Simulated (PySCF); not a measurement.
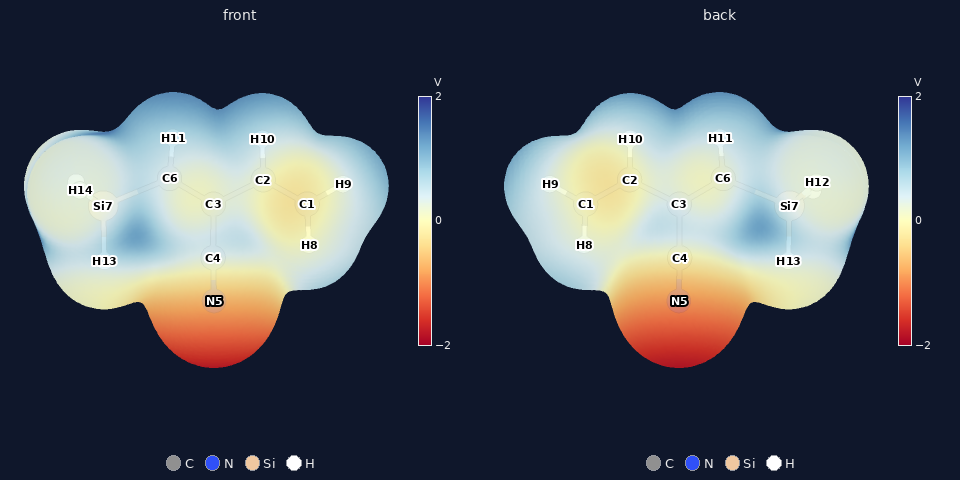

Figure 1: C5H7NSi. The molecular electrostatic potential painted on the density surface at 0.002 e/bohr³, seen from the front and from behind; red is negative and blue positive.

Geometry: GFN2-xTB.

Computed with CAM-B3LYP/def2-SVPD, SCF density, gas phase in PySCF 2.14.0.

Input

```
{"job": {"kind": "uv", "xc": "CAM-B3LYP", "basis": "def2-SVPD", "nstates": 8, "ntriplets": 3}, "charge": 0, "multiplicity": 1}
C     -2.758035     0.034335     0.147788
C     -1.614210    -0.635228     0.058871
C     -0.295003    -0.014004     0.012912
C     -0.263451     1.402421     0.065053
N     -0.268408     2.548208     0.107626
C      0.848011    -0.720311    -0.074291
Si     2.600248    -0.035175    -0.140191
H     -2.783296     1.110998     0.192042
H     -3.707019    -0.473041     0.178694
H     -1.609458    -1.717225     0.014943
H      0.742428    -1.799762    -0.110974
H      3.172926    -0.463061    -1.419798
H      2.600621     1.417370    -0.020946
H      3.333968    -0.655998     0.966106
```

Run with:

```sh
OMP_NUM_THREADS=1 python probes_run.py task.json out
```

**Describe the electrostatic potential map.**

The most negative region (about −1.8 V) lies over N5, the most positive (about +1.4 V) over Si7. N5 is the likeliest acceptor of a hydrogen bond.
